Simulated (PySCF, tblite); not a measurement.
# C3H4F4O: dynamics, then NMR shifts on frames, part 2 of 2

tblite 0.8.0 and PySCF 2.14.0. Atoms count from 0. Earlier steps stand in the parts before.

### Step 5. Nuclear shieldings: 625 fs, PBE0/pcSseg-1

Job settings and geometry (Å):

```
{"job": {"kind": "nmr", "xc": "PBE0", "basis": "pcSseg-1", "pop": false}, "charge": 0, "multiplicity": 1}
C     -2.615600     0.025800     0.660100
O     -1.436400    -0.568900     0.136000
C     -0.394200    -0.140200     0.734400
F     -0.236000    -0.810600     1.987200
C      0.857500    -0.508000    -0.096900
F      0.835800     0.347700    -1.107000
F      1.987000    -0.154000     0.450600
F      0.777200    -1.730500    -0.549500
H     -2.424200     1.033600     1.181800
H     -3.036500    -0.675300     1.455400
H     -3.388600     0.123400    -0.175200
H     -0.449000     0.874900     1.100300
```

With the program's defaults for keys left out, this is: GIAO PBE0/pcSseg-1 NMR shielding, non-relativistic, gas phase.

The program printed:

```text
coarse grid: 11168 points
cycle   1  E = -590.3848416799  dE =  1.444e+00  |g| = 1.068e+00  |ddm| = 2.925e+00
cycle   2  E = -590.1906848652  dE =  1.942e-01  |g| = 1.583e+00  |ddm| = 1.321e+00
cycle   3  E = -590.5684781785  dE = -3.778e-01  |g| = 5.844e-02  |ddm| = 8.099e-01
cycle   4  E = -590.5687293999  dE = -2.512e-04  |g| = 4.526e-02  |ddm| = 5.869e-02
cycle   5  E = -590.5690484846  dE = -3.191e-04  |g| = 1.061e-02  |ddm| = 3.080e-02
cycle   6  E = -590.5690650050  dE = -1.652e-05  |g| = 2.426e-03  |ddm| = 6.556e-03
cycle   7  E = -590.5690660458  dE = -1.041e-06  |g| = 4.896e-04  |ddm| = 1.687e-03
final grid: 112736 points
cycle   8  E = -590.6500925200  dE = -4.051e-05  |g| = 8.925e-03  |ddm| = 2.269e-02
cycle   9  E = -590.6500811864  dE =  1.133e-05  |g| = 1.233e-02  |ddm| = 1.102e-02
cycle  10  E = -590.6501062582  dE = -2.507e-05  |g| = 6.058e-04  |ddm| = 6.200e-03
cycle  11  E = -590.6501063261  dE = -6.795e-08  |g| = 2.638e-04  |ddm| = 6.465e-04
cycle  12  E = -590.6501063388  dE = -1.262e-08  |g| = 9.381e-05  |ddm| = 2.180e-04
cycle  13  E = -590.6501063399  dE = -1.172e-09  |g| = 2.156e-05  |ddm| = 5.516e-05
cycle  14  E = -590.6501063400  dE = -7.458e-11  |g| = 5.299e-06  |ddm| = 1.698e-05
converged SCF energy = -590.6501063400

GIAO shielding tensors (ppm)
atom      isotropic    diamagn.    paramagn.     s11        s22        s33       span
  0 C      112.330     241.464    -129.134     66.420     96.950    173.620    107.200
  1 O      263.378     396.894    -133.516    200.653    287.015    302.466    101.813
  2 C       72.588     245.558    -172.970     47.354     78.494     91.916     44.563
  3 F      316.935     474.730    -157.795    200.482    347.845    402.476    201.994
  4 C       65.298     240.515    -175.217     55.175     67.029     73.689     18.514
  5 F      264.337     476.028    -211.690    178.366    267.324    347.323    168.957
  6 F      274.527     471.285    -196.758    204.517    272.481    346.583    142.066
  7 F      290.948     471.701    -180.753    227.852    294.554    350.440    122.587
  8 H       27.018      26.481       0.537     24.399     24.673     31.983      7.584
  9 H       26.060      25.130       0.930     22.167     23.858     32.155      9.988
 10 H       26.144      25.536       0.608     22.426     23.818     32.189      9.763
 11 H       26.473      32.089      -5.616     24.483     25.766     29.169      4.686
```

It took 14 s on 1 thread of AMD EPYC 7R13, shared host; peak memory 0.75 GiB.

This run: δ C4 121.6, C2 114.3, C0 74.6, O1 72.7, H9 5.66, H10 5.57 ppm.

### Step 6. NMR shieldings: 800 fs, PBE0/pcSseg-1

Job settings and geometry (Å):

```
{"job": {"kind": "nmr", "xc": "PBE0", "basis": "pcSseg-1", "pop": false}, "charge": 0, "multiplicity": 1}
C     -2.774200    -0.064900     0.942000
O     -1.661900    -0.583200     0.208400
C     -0.535000     0.024100     0.354200
F      0.021300    -0.356200     1.625500
C      0.693800    -0.258000    -0.652400
F      0.262200     0.084600    -1.947000
F      1.748700     0.498700    -0.319900
F      1.016900    -1.527500    -0.610400
H     -3.216300     0.679700     0.327800
H     -2.416200     0.419500     1.907600
H     -3.392500    -0.854700     1.219200
H     -0.566200     1.096100     0.346000
```

Method: GIAO PBE0/pcSseg-1 NMR shielding, non-relativistic, gas phase.

The program printed:

```text
coarse grid: 11168 points
cycle   1  E = -590.3656439359  dE =  1.229e+00  |g| = 1.102e+00  |ddm| = 2.918e+00
cycle   2  E = -590.0929658552  dE =  2.727e-01  |g| = 1.753e+00  |ddm| = 1.408e+00
cycle   3  E = -590.5690816736  dE = -4.761e-01  |g| = 5.585e-02  |ddm| = 8.784e-01
cycle   4  E = -590.5692870471  dE = -2.054e-04  |g| = 4.492e-02  |ddm| = 5.893e-02
cycle   5  E = -590.5695879308  dE = -3.009e-04  |g| = 1.058e-02  |ddm| = 2.921e-02
cycle   6  E = -590.5696051116  dE = -1.718e-05  |g| = 2.077e-03  |ddm| = 6.078e-03
cycle   7  E = -590.5696057274  dE = -6.158e-07  |g| = 6.401e-04  |ddm| = 1.612e-03
final grid: 112736 points
cycle   8  E = -590.6537174305  dE = -5.082e-05  |g| = 1.040e-02  |ddm| = 2.079e-02
cycle   9  E = -590.6537024794  dE =  1.495e-05  |g| = 1.443e-02  |ddm| = 1.252e-02
cycle  10  E = -590.6537367363  dE = -3.426e-05  |g| = 9.746e-04  |ddm| = 7.083e-03
cycle  11  E = -590.6537369182  dE = -1.819e-07  |g| = 2.886e-04  |ddm| = 8.460e-04
cycle  12  E = -590.6537369336  dE = -1.533e-08  |g| = 1.082e-04  |ddm| = 2.292e-04
cycle  13  E = -590.6537369352  dE = -1.636e-09  |g| = 2.716e-05  |ddm| = 6.870e-05
cycle  14  E = -590.6537369353  dE = -1.121e-10  |g| = 7.132e-06  |ddm| = 2.000e-05
converged SCF energy = -590.6537369353

GIAO shielding tensors (ppm)
atom      isotropic    diamagn.    paramagn.     s11        s22        s33       span
  0 C      127.169     244.906    -117.737     90.460    102.401    188.646     98.186
  1 O      279.945     395.672    -115.728    213.187    299.747    326.900    113.713
  2 C       73.714     245.502    -171.788     50.834     77.642     92.665     41.830
  3 F      318.592     476.035    -157.442    173.095    363.957    418.725    245.630
  4 C       50.455     241.697    -191.242     42.320     52.164     56.881     14.562
  5 F      242.529     473.806    -231.278    135.180    224.706    367.699    232.519
  6 F      254.395     472.272    -217.877    182.444    239.931    340.810    158.366
  7 F      274.274     471.462    -197.188    203.416    288.943    330.463    127.047
  8 H       28.242      28.514      -0.272     23.766     26.083     34.877     11.111
  9 H       27.009      27.195      -0.186     22.934     25.753     32.340      9.405
 10 H       28.521      28.526      -0.004     24.779     26.098     34.687      9.909
 11 H       27.074      32.089      -5.015     25.382     27.046     28.796      3.414
```

Run time: 13 s. Hardware: 1 thread of AMD EPYC 7R13, shared host; peak memory 0.74 GiB.

Key values: δ C4 136.5, C2 113.2, C0 59.8, O1 56.1, H9 4.71, H11 4.64 ppm.

### Step 7. Shielding tensors: 1000 fs, PBE0/pcSseg-1

Job settings and geometry (Å):

```
{"job": {"kind": "nmr", "xc": "PBE0", "basis": "pcSseg-1", "pop": false}, "charge": 0, "multiplicity": 1}
C     -2.525200    -1.077900     1.263800
O     -1.272300    -1.148100     0.527000
C     -0.420900    -0.186200     0.643200
F      0.314500    -0.283300     1.889900
C      0.645200    -0.340500    -0.504000
F      0.165600     0.256900    -1.609000
F      1.652800     0.361400    -0.105200
F      1.092600    -1.511600    -0.896100
H     -2.425100    -0.596100     2.222500
H     -2.728900    -2.157100     1.473800
H     -3.282300    -0.535200     0.684900
H     -0.712800     0.918700     0.732600
```

Method: GIAO PBE0/pcSseg-1 NMR shielding, non-relativistic, gas phase.

The program printed:

```text
coarse grid: 11168 points
cycle   1  E = -590.3801542914  dE =  1.311e+00  |g| = 1.087e+00  |ddm| = 2.900e+00
cycle   2  E = -590.1509061211  dE =  2.292e-01  |g| = 1.663e+00  |ddm| = 1.394e+00
cycle   3  E = -590.5724445232  dE = -4.215e-01  |g| = 7.183e-02  |ddm| = 8.735e-01
cycle   4  E = -590.5727642253  dE = -3.197e-04  |g| = 5.898e-02  |ddm| = 7.296e-02
cycle   5  E = -590.5733037896  dE = -5.396e-04  |g| = 1.039e-02  |ddm| = 3.766e-02
cycle   6  E = -590.5733193958  dE = -1.561e-05  |g| = 3.307e-03  |ddm| = 6.841e-03
cycle   7  E = -590.5733212289  dE = -1.833e-06  |g| = 6.060e-04  |ddm| = 2.098e-03
final grid: 112736 points
cycle   8  E = -590.6556381975  dE = -3.825e-05  |g| = 9.936e-03  |ddm| = 1.787e-02
cycle   9  E = -590.6556229720  dE =  1.523e-05  |g| = 1.393e-02  |ddm| = 1.219e-02
cycle  10  E = -590.6556557737  dE = -3.280e-05  |g| = 8.966e-04  |ddm| = 7.133e-03
cycle  11  E = -590.6556559364  dE = -1.628e-07  |g| = 2.799e-04  |ddm| = 8.247e-04
cycle  12  E = -590.6556559485  dE = -1.209e-08  |g| = 1.174e-04  |ddm| = 2.297e-04
cycle  13  E = -590.6556559504  dE = -1.855e-09  |g| = 2.573e-05  |ddm| = 7.018e-05
cycle  14  E = -590.6556559505  dE = -1.137e-10  |g| = 5.936e-06  |ddm| = 2.033e-05
converged SCF energy = -590.6556559505

GIAO shielding tensors (ppm)
atom      isotropic    diamagn.    paramagn.     s11        s22        s33       span
  0 C      123.693     242.188    -118.495     90.750     94.387    185.941     95.191
  1 O      265.928     395.563    -129.635    207.783    283.384    306.618     98.835
  2 C       69.829     245.630    -175.800     40.892     81.344     87.252     46.360
  3 F      292.134     475.193    -183.058    153.394    321.766    401.242    247.848
  4 C       62.442     240.129    -177.687     53.332     61.287     72.708     19.376
  5 F      261.327     474.771    -213.444    174.486    250.741    358.754    184.268
  6 F      269.843     472.654    -202.811    203.564    279.906    326.058    122.494
  7 F      279.595     471.233    -191.637    216.811    272.643    349.332    132.521
  8 H       28.008      27.698       0.310     24.399     26.394     33.232      8.833
  9 H       26.774      25.406       1.368     22.575     24.753     32.994     10.419
 10 H       27.569      26.900       0.669     23.582     25.428     33.697     10.114
 11 H       24.844      29.390      -4.546     22.739     24.035     27.758      5.019
```

Wall time 13 s (1 thread of AMD EPYC 7R13, shared host); peak memory 0.74 GiB.

This run: δ C4 124.5, C2 117.1, C0 63.2, O1 70.2, H11 6.87, H9 4.94 ppm.

### Step 8. Side by side: NMR shifts

Shifts (ppm) of some atoms, chosen among heavy atoms and hydrogens apart, with basis size and wall time:

| frame | H11 | H10 | O1 | F6 | F5 | F7 | F3 | functions | time |
| --- | --- | --- | --- | --- | --- | --- | --- | --- | --- |
| 250 fs | 6.61 | 4.55 | 83.2 | -79.4 | -86.6 | -86.8 | -140.9 | 156 | 13 s |
| 425 fs | 4.60 | 3.25 | 62.2 | -106.7 | -85.2 | -117.0 | -178.4 | 156 | 12 s |
| 625 fs | 5.24 | 5.57 | 72.7 | -103.6 | -93.4 | -120.0 | -146.0 | 156 | 14 s |
| 800 fs | 4.64 | 3.20 | 56.1 | -83.4 | -71.6 | -103.3 | -147.6 | 156 | 13 s |
| 1000 fs | 6.87 | 4.15 | 70.2 | -98.9 | -90.4 | -108.6 | -121.2 | 156 | 13 s |

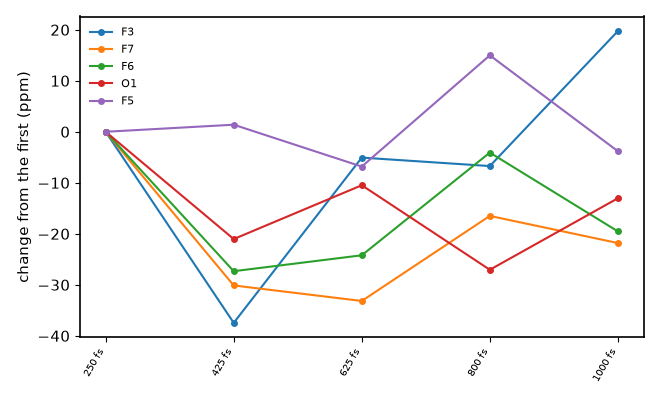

How five of the tabulated atoms move from run to run.

### Step 9. Summary of results

This closing draws on all 2 parts.

| quantity | value |
| --- | --- |
| thermostat | 400 K |
| mean temperature, second half | 376 K |
| mean potential energy above the minimum | 0.56 eV |
| 13C shifts against TMS (PBE0/pcSseg-1, 250 fs) | 133.6, 119.1, 60.8 ppm |
| 1H shifts against TMS (PBE0/pcSseg-1, 250 fs) | 6.61, 4.96, 4.55, 3.51 ppm |
| 17O shifts against H2O (PBE0/pcSseg-1, 250 fs) | 83.2 ppm |
| 19F shifts against CFCl3 (PBE0/pcSseg-1, 250 fs) | -79.4, -86.6, -86.8, -140.9 ppm |
| range of the shift of F3 | -178.4 to -121.2 ppm |

In the second half the potential energy averages 0.56 eV above the minimum; equipartition over 30 harmonic modes at 400 K would give 0.52 eV. With 12 atoms the temperature swings widely (220 to 557 K). Shifts at one fixed geometry are not the observed spectrum, which averages over the motion. In the first frame run (250 fs): The widest tensor belongs to F3: span 212 ppm, with a paramagnetic part of -161 ppm. Across the 5 runs the shift of F3 moves most, between -178.4 (425 fs) and -121.2 ppm (1000 fs).
